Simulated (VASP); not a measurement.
# SnAs: structure and properties in VASP, part 4 of 7

How well does r2SCAN + rVV10 reproduce what experiment finds for SnAs? The cell is relaxed first, and properties follow on it. Left out of this account: 1 further run (core levels: core levels are not valid at this level). The start is a cell from a database of measured crystal structures.

VASP 6.6.1, plane waves and PAW; the level of theory is named at each step.

Still holding for the runs below: This run has no spin polarisation. Its electron count is odd, so without a moment it is a metal by construction. The k-mesh is coarse for a metal.

So far. Step 4 (Second relaxation): It ends with forces that vanish by symmetry and a pressure of 0.05 GPa. The volume moved by under 0.01 %: the run met its threshold at the first step. Step 5 (Single point with fields (r2SCAN + rVV10)): In this run the pressure is 0.05 GPa, small enough to go on. The relaxed cell has a = 5.721 Å (conventional setting).

The database entry behind the starting cell differs from later determinations by our own check (an axis about 0.7 % short against later determinations), so it need not match the best structure at ambient conditions.

**6. Band structure (r2SCAN + rVV10)**

Level of this step: r2SCAN with rVV10; plane waves and PAW (Sn_d, As) (VASP).

Levels along the symmetry lines show where the bands peak and cross; KPOINTS_OPT computes them in the converged potential.

File INCAR:

```
SYSTEM = SnAs
PREC = Accurate
ENCUT = 400
EDIFF = 1E-06
NELM = 100
ISMEAR = 0
SIGMA = 0.05
LREAL = .FALSE.
ALGO = Normal
METAGGA = R2SCAN
LUSE_VDW = .TRUE.
IVDW_NL = 2
BPARAM = 11.95
CPARAM = 0.0093
LASPH = .TRUE.
NBANDS = 21
LORBIT = 11
LWAVE = .FALSE.
LCHARG = .FALSE.
KPAR = 2
```

File POSCAR:

```
SnAs
1.0
    0.0000000000      2.8606905512      2.8606905512
    2.8606905512      0.0000000000      2.8606905512
    2.8606905512      2.8606905512      0.0000000000
Sn As
1 1
Direct
    0.0000000000      0.0000000000      0.0000000000
    0.5000000000      0.5000000000      0.5000000000
```

File KPOINTS:

```
Automatic mesh
0
Gamma
6 6 6
0 0 0
```

File KPOINTS_OPT:

```
Line mode
16
Line-mode
Reciprocal
  0.00000000   0.00000000   0.00000000 GAMMA
  0.50000000   0.00000000   0.50000000 X

  0.50000000   0.00000000   0.50000000 X
  0.50000000   0.25000000   0.75000000 W

  0.50000000   0.25000000   0.75000000 W
  0.37500000   0.37500000   0.75000000 K

  0.37500000   0.37500000   0.75000000 K
  0.00000000   0.00000000   0.00000000 GAMMA

  0.00000000   0.00000000   0.00000000 GAMMA
  0.50000000   0.50000000   0.50000000 L

  0.50000000   0.50000000   0.50000000 L
  0.62500000   0.25000000   0.62500000 U

  0.62500000   0.25000000   0.62500000 U
  0.50000000   0.25000000   0.75000000 W

  0.50000000   0.25000000   0.75000000 W
  0.50000000   0.50000000   0.50000000 L

  0.50000000   0.50000000   0.50000000 L
  0.37500000   0.37500000   0.75000000 K

  0.62500000   0.25000000   0.62500000 U
  0.50000000   0.00000000   0.50000000 X
```

Potentials, in the order of the species: Sn_d and As (PBE family, release 64).

Started as:

```bash
$ mpirun -np 2 vasp_std
```

Log:

```text
[... set-up lines as in an earlier step ...]
 entering main loop
       N       E                     dE             d eps       ncg     rms          rms(c)
Total rVV10 correction in eV:      0.4321812    21.5668747
Total rVV10 correction in eV:      0.4321812    21.5668747
DAV:   1     0.939289176426E+02    0.93929E+02   -0.75348E+03   728   0.976E+02
DAV:   2    -0.287960546767E+02   -0.12272E+03   -0.11703E+03   743   0.309E+02
DAV:   3    -0.416546654813E+02   -0.12859E+02   -0.12768E+02   819   0.773E+01
DAV:   4    -0.419782265799E+02   -0.32356E+00   -0.32343E+00   775   0.126E+01
DAV:   5    -0.419871520168E+02   -0.89254E-02   -0.89250E-02   904   0.204E+00    0.360E+00
Total rVV10 correction in eV:      0.4335144    21.5668756
Total rVV10 correction in eV:      0.4335144    21.5668756
DAV:   6    -0.390664750267E+02    0.29207E+01   -0.67704E-01   865   0.107E+01    0.213E+00
Total rVV10 correction in eV:      0.4369173    21.5668756
Total rVV10 correction in eV:      0.4369173    21.5668756
DAV:   7    -0.390646635006E+02    0.18115E-02   -0.67949E-02   767   0.131E+00    0.896E-01
Total rVV10 correction in eV:      0.4382834    21.5668756
Total rVV10 correction in eV:      0.4382834    21.5668756
DAV:   8    -0.390675209561E+02   -0.28575E-02   -0.51839E-03   787   0.532E-01    0.277E-01
Total rVV10 correction in eV:      0.4388627    21.5668756
Total rVV10 correction in eV:      0.4388627    21.5668756
DAV:   9    -0.390679111635E+02   -0.39021E-03   -0.57749E-04   780   0.155E-01    0.623E-02
Total rVV10 correction in eV:      0.4388380    21.5668756
Total rVV10 correction in eV:      0.4388380    21.5668756
DAV:  10    -0.390679098201E+02    0.13433E-05   -0.71784E-05   938   0.825E-02    0.288E-02
Total rVV10 correction in eV:      0.4388958    21.5668756
Total rVV10 correction in eV:      0.4388958    21.5668756
DAV:  11    -0.390679156651E+02   -0.58450E-05   -0.12734E-05   922   0.346E-02    0.494E-03
Total rVV10 correction in eV:      0.4389189    21.5668756
Total rVV10 correction in eV:      0.4389189    21.5668756
DAV:  12    -0.390679163834E+02   -0.71831E-06   -0.19917E-06   673   0.184E-02
Total rVV10 correction in eV:      0.4389256    21.5668756
Total rVV10 correction in eV:      0.4389256    21.5668756
Total rVV10 correction in eV:      0.4389265    21.5668756
Total rVV10 correction in eV:      0.4389265    21.5668756
   1 F= -.39067916E+02 E0= -.39067314E+02  d E =-.120454E-02
 Start KPOINTS_OPT (optional k-point list driver)
k-point batch [1-16\160]
       N       E                     dE             ncg
DAV:   1     0.976061185798E+01   -0.47307E+04      707
DAV:   2    -0.202920889094E+04   -0.20390E+04      730
DAV:   3    -0.223881878642E+04   -0.20961E+03      753
DAV:   4    -0.224412718134E+04   -0.53084E+01      808
DAV:   5    -0.224425935990E+04   -0.13218E+00      901
DAV:   6    -0.224426455628E+04   -0.51964E-02      890
DAV:   7    -0.224426472622E+04   -0.16994E-03      960
DAV:   8    -0.224426472717E+04   -0.94478E-06      713
[...]
k-point batch [145-160\160]
       N       E                     dE             ncg
DAV:   1    -0.105326774787E+03   -0.94690E+04      771
DAV:   2    -0.215051066837E+04   -0.20452E+04      710
DAV:   3    -0.236645158226E+04   -0.21594E+03      873
DAV:   4    -0.237176063341E+04   -0.53091E+01      828
DAV:   5    -0.237188714591E+04   -0.12651E+00      897
DAV:   6    -0.237189109689E+04   -0.39510E-02      895
DAV:   7    -0.237189119280E+04   -0.95906E-04      937
DAV:   8    -0.237189119378E+04   -0.98458E-06      724
```

Elapsed: 3.4 min, on 2 MPI ranks of AMD EPYC 7R43, shared host; peak memory 0.44 GiB; 6.7 min of CPU time.

Parts of OUTCAR (step 6):

```text
   k-points           NKPTS =     16   k-points in BZ     NKDIM =     16   number of bands    NBANDS=     21

   NELECT =      19.0000    total number of electrons

 E-fermi :   6.6999

 k-point     1 :       0.0000    0.0000    0.0000
  band No.  band energies     occupation
    ...
      6      -6.8403      2.00000
      7       4.5363      2.00000
      8       5.6962      2.00000
      9       5.6963      2.00000
     10       5.6963      2.00000
     11      12.7923      0.00000
     12      12.7924      0.00000
     13      12.7924      0.00000
     14      13.3560      0.00000
     15      13.3560      0.00000
    ...

  Total        0.0147229      0.0147229      0.0147229      0.0000000     -0.0000000      0.0000000
  in kB        0.5038040      0.5038040      0.5038040      0.0000000     -0.0000000      0.0000000
  external PRESSURE =       0.5038040 kB  Pullay stress =       0.0000000 kB

 POSITION                                       TOTAL-FORCE (eV/Angst)
 -----------------------------------------------------------------------------------
      0.00000      0.00000      0.00000         0.000000     -0.000000     -0.000000
      2.86069      2.86069      2.86069        -0.000000      0.000000      0.000000
 -----------------------------------------------------------------------------------
    total drift:                               -0.000000      0.000000      0.000000

  FREE ENERGIE OF THE ION-ELECTRON SYSTEM (eV)
  ---------------------------------------------------
  free  energy   TOTEN  =       -39.0679163834 eV

  energy  without entropy=      -39.0667118442  energy(sigma->0) =      -39.06731411

[... 8 parts as in an earlier step ...]

[... 8 further parts left out ...]
```

Spin-orbit coupling is off here; with elements this heavy it splits and shifts levels by tenths of an eV or more.

This step gave:

```
bands    : 21
pressure : 0.05038 GPa
```

Electronic bands along the path, in eV, zero at the Fermi level; # counts the bands kept, so #1 is VASP's band 7:

| point | #1 | #2 | #3 | #4 | #5 | #6 | #7 | #8 |
| --- | --- | --- | --- | --- | --- | --- | --- | --- |
| Γ | -2.16 | -1.00 | -1.00 | -1.00 | 6.09 | 6.09 | 6.09 | 6.66 |
| X | -5.84 | -5.35 | -3.27 | -3.27 | 3.31 | 8.28 | 8.28 | 9.96 |
| W | -7.03 | -4.82 | -4.82 | 1.19 | 2.64 | 6.66 | 6.66 | 9.67 |
| K | -7.18 | -5.30 | -2.60 | -1.55 | 5.15 | 5.55 | 6.89 | 8.52 |
| Γ | -2.16 | -1.00 | -1.00 | -1.00 | 6.09 | 6.09 | 6.09 | 6.66 |
| L | -8.56 | -0.49 | -0.49 | 1.44 | 1.72 | 1.72 | 2.95 | 10.80 |
| U | -7.18 | -5.30 | -2.60 | -1.55 | 5.15 | 5.55 | 6.89 | 8.52 |
| W | -7.03 | -4.82 | -4.82 | 1.19 | 2.64 | 6.66 | 6.66 | 9.67 |
| L | -8.56 | -0.49 | -0.49 | 1.44 | 1.72 | 1.72 | 2.95 | 10.80 |
| K | -7.18 | -5.30 | -2.60 | -1.55 | 5.15 | 5.55 | 6.89 | 8.52 |
| jump to U | -7.18 | -5.30 | -2.60 | -1.55 | 5.15 | 5.55 | 6.89 | 8.52 |
| X | -5.84 | -5.35 | -3.27 | -3.27 | 3.31 | 8.28 | 8.28 | 9.96 |

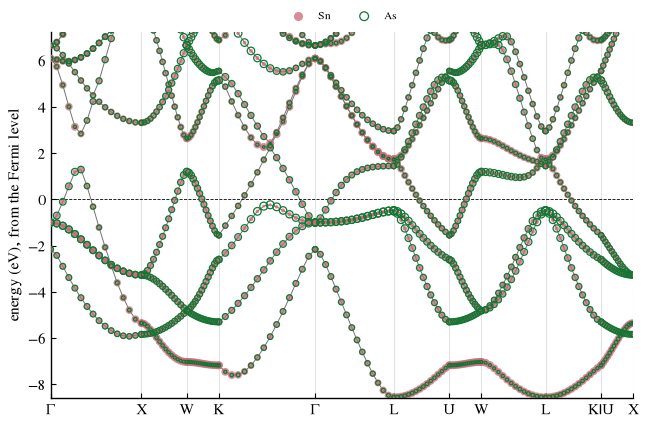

Electronic bands along the path; dots are coloured as in the legend, and their area grows with the weight.

There is no gap at this level.

**7. Density of states (r2SCAN + rVV10)**

A density of states needs more k-points than a total energy; ISMEAR = -5 takes tetrahedra, and LORBIT projects the states on the PAW spheres. The mesh is finer than in the run before.

Edit INCAR of step 6 so:

```diff
@@ -5,3 +5,3 @@
 NELM = 100
-ISMEAR = 0
+ISMEAR = -5
 SIGMA = 0.05
@@ -20 +20,2 @@
 KPAR = 2
+NEDOS = 2001
```

POSCAR is that of step 6.

File KPOINTS:

```
Automatic mesh
0
Gamma
9 9 9
0 0 0
```

Started as:

```bash
$ mpirun -np 2 vasp_std
```

Log:

```text
[... set-up lines as in an earlier step ...]
 entering main loop
       N       E                     dE             d eps       ncg     rms          rms(c)
Total rVV10 correction in eV:      0.4321812    21.5668747
Total rVV10 correction in eV:      0.4321812    21.5668747
DAV:   1     0.982409015895E+02    0.98241E+02   -0.72973E+03  1628   0.970E+02
DAV:   2    -0.284538502582E+02   -0.12669E+03   -0.12033E+03  1584   0.321E+02
DAV:   3    -0.416907606592E+02   -0.13237E+02   -0.13117E+02  1725   0.774E+01
DAV:   4    -0.420259302036E+02   -0.33517E+00   -0.33485E+00  1761   0.128E+01
DAV:   5    -0.420345021528E+02   -0.85719E-02   -0.85670E-02  1965   0.206E+00    0.363E+00
Total rVV10 correction in eV:      0.4338043    21.5668756
Total rVV10 correction in eV:      0.4338043    21.5668756
DAV:   6    -0.391034804880E+02    0.29310E+01   -0.68693E-01  1910   0.109E+01    0.216E+00
Total rVV10 correction in eV:      0.4373978    21.5668756
Total rVV10 correction in eV:      0.4373978    21.5668756
DAV:   7    -0.391019995661E+02    0.14809E-02   -0.73508E-02  1660   0.135E+00    0.904E-01
Total rVV10 correction in eV:      0.4387347    21.5668756
Total rVV10 correction in eV:      0.4387347    21.5668756
DAV:   8    -0.391047837710E+02   -0.27842E-02   -0.52133E-03  1791   0.548E-01    0.298E-01
Total rVV10 correction in eV:      0.4394201    21.5668756
Total rVV10 correction in eV:      0.4394201    21.5668756
DAV:   9    -0.391051733206E+02   -0.38955E-03   -0.63082E-04  1673   0.171E-01    0.646E-02
Total rVV10 correction in eV:      0.4393921    21.5668756
Total rVV10 correction in eV:      0.4393921    21.5668756
DAV:  10    -0.391051522260E+02    0.21095E-04   -0.68722E-05  2073   0.859E-02    0.302E-02
Total rVV10 correction in eV:      0.4394484    21.5668756
Total rVV10 correction in eV:      0.4394484    21.5668756
DAV:  11    -0.391051546894E+02   -0.24634E-05   -0.15646E-05  1997   0.388E-02    0.559E-03
Total rVV10 correction in eV:      0.4394765    21.5668756
Total rVV10 correction in eV:      0.4394765    21.5668756
DAV:  12    -0.391051563545E+02   -0.16651E-05   -0.26546E-06  1556   0.210E-02    0.193E-03
Total rVV10 correction in eV:      0.4394844    21.5668756
Total rVV10 correction in eV:      0.4394844    21.5668756
DAV:  13    -0.391051574963E+02   -0.11418E-05   -0.31785E-07  1097   0.471E-03    0.717E-04
Total rVV10 correction in eV:      0.4394797    21.5668756
Total rVV10 correction in eV:      0.4394797    21.5668756
DAV:  14    -0.391051565814E+02    0.91490E-06   -0.92165E-08   930   0.360E-03
Total rVV10 correction in eV:      0.4394815    21.5668756
Total rVV10 correction in eV:      0.4394815    21.5668756
Total rVV10 correction in eV:      0.4394811    21.5668756
Total rVV10 correction in eV:      0.4394811    21.5668756
   1 F= -.39105157E+02 E0= -.39105157E+02  d E =0.000000E+00
 -----------------------------------------------------------------------------
|                                                                             |
|           W    W    AA    RRRRR   N    N  II  N    N   GGGG   !!!           |
|           W    W   A  A   R    R  NN   N  II  NN   N  G    G  !!!           |
|           W    W  A    A  R    R  N N  N  II  N N  N  G       !!!           |
|           W WW W  AAAAAA  RRRRR   N  N N  II  N  N N  G  GGG   !            |
|           WW  WW  A    A  R   R   N   NN  II  N   NN  G    G                |
|           W    W  A    A  R    R  N    N  II  N    N   GGGG   !!!           |
|                                                                             |
|     Tetrahedron method does not include variations of the Fermi             |
|     occupations, so forces and stress will be inaccurate. We suggest        |
|     using a different smearing scheme ISMEAR = 1 or 2 for metals in         |
|     relaxations.                                                            |
|                                                                             |
 -----------------------------------------------------------------------------
```

The job ended after 96 s (2 MPI ranks; peak memory 0.47 GiB).

From OUTCAR (step 7):

```text
   k-points           NKPTS =     35   k-points in BZ     NKDIM =     35   number of bands    NBANDS=     21

   NELECT =      19.0000    total number of electrons

 E-fermi :   7.0268

 k-point     1 :       0.0000    0.0000    0.0000
  band No.  band energies     occupation
    ...
      6      -6.8259      2.00000
      7       4.5455      2.00000
      8       5.7115      2.00000
      9       5.7115      2.00000
     10       5.7115      2.49778
     11      12.7917      0.00000
     12      12.7918      0.00000
     13      12.7918      0.00000
     14      13.3591      0.00000
     15      13.3591      0.00000
    ...

  Total        0.0915251      0.0915251      0.0915251      0.0000000      0.0000000     -0.0000000
  in kB        3.1319020      3.1319020      3.1319020      0.0000000      0.0000000     -0.0000000
  external PRESSURE =       3.1319020 kB  Pullay stress =       0.0000000 kB

 POSITION                                       TOTAL-FORCE (eV/Angst)
 -----------------------------------------------------------------------------------
      0.00000      0.00000      0.00000         0.000000      0.000000     -0.000000
      2.86069      2.86069      2.86069         0.000000      0.000000      0.000000
 -----------------------------------------------------------------------------------
    total drift:                               -0.000000      0.000000      0.000000

  FREE ENERGIE OF THE ION-ELECTRON SYSTEM (eV)
  ---------------------------------------------------
  free  energy   TOTEN  =       -39.1051565814 eV

  energy  without entropy=      -39.1051565814  energy(sigma->0) =      -39.10515658

[... 6 parts as in an earlier step ...]

[... 10 further parts left out ...]
```

With tetrahedra the forces and stress of a metal are not exact derivatives of the energy.

Numbers from this step:

```yaml
scf_cycles: 14
irreducible_k_points: 35
free_energy_toten: -39.11 eV
fermi_energy: 7.027 eV
pressure: 0.3132 GPa
dos_at_the_fermi_level: 0.7958 states/eV/cell
```

The density of states has structure finer than the step of the table below, so its rows give means over 2 eV, whole bins alone (the curve runs from -12.0 to 8.00 eV). Peaks (eV: height): total -11.1: 2.09, 5.1: 1.67, 6.9: 1.72, 7.7: 2.17; As p -1.3: 0.446, 0.3: 0.276, 5.1: 0.301, 6.9: 0.315; Sn p -3.5: 0.256, 2.5: 0.604, 5.1: 0.313, 7.7: 0.462; Sn s -8.7: 0.165, -7.9: 0.569, -7.5: 0.575, 0.4: 0.178; As s -11.1: 1.21, -10.9: 0.821.

States under -12.0 eV and over 8.0 eV are left out. The density of states by energy, zero at the Fermi level; means over each step; values in states/eV/cell:

| energy (eV) | total | As p | Sn p | Sn s | As s | Sn d |
| --- | --- | --- | --- | --- | --- | --- |
| -10 | 0.0398 | 3.3e-5 | 0.00107 | 5.9e-4 | 0.0238 | 8.3e-4 |
| -8 | 0.659 | 0.0589 | 0.0103 | 0.296 | 0.0372 | 0.00306 |
| -6 | 0.445 | 0.0549 | 0.0358 | 0.122 | 0.0487 | 0.00281 |
| -4 | 0.918 | 0.212 | 0.172 | 0.0338 | 0.0165 | 0.0113 |
| -2 | 1.17 | 0.347 | 0.181 | 0.0390 | 0.0148 | 0.0289 |
| 0 | 0.769 | 0.169 | 0.127 | 0.0993 | 0.0244 | 0.0207 |
| 2 | 0.706 | 0.0697 | 0.253 | 0.0173 | 0.0330 | 0.0140 |
| 4 | 1.16 | 0.175 | 0.249 | 0.0457 | 0.0315 | 0.0534 |
| 6 | 1.28 | 0.231 | 0.251 | 0.0300 | 0.0133 | 0.0645 |

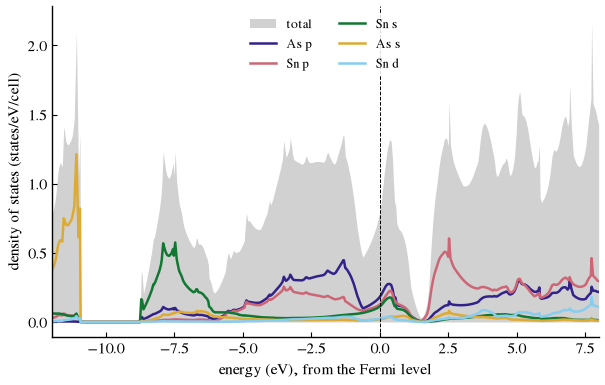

Density of states, plotted against energy.

The finer mesh and the other smearing move the Fermi level by +0.33 eV from the 6×6×6 run, one measure of the sampling error in the zero of the bands above. Of the states within 0.3 eV of the Fermi level, the largest shares in the PAW spheres are As p 22 %, Sn p 16 % and Sn s 14 %. The rest lies in smaller channels or between the spheres.

[end of part 4 of 7]

[Lines on the potential files, build, host, timing and source positions are cut from VASP's logs without a mark.]

[Logs are printed without paths, hosts, clocks, repeated set-up lines and the standing remarks that a program may print on its own settings, such as how far it seeks lower states.]

[Hosts, paths, dates, database ids (printed as entryN), source tags and the programs' standing remarks are cut or masked in the printed files.]

[A measured line is paired with the nearest computed mode of its activity, which favours agreement.]
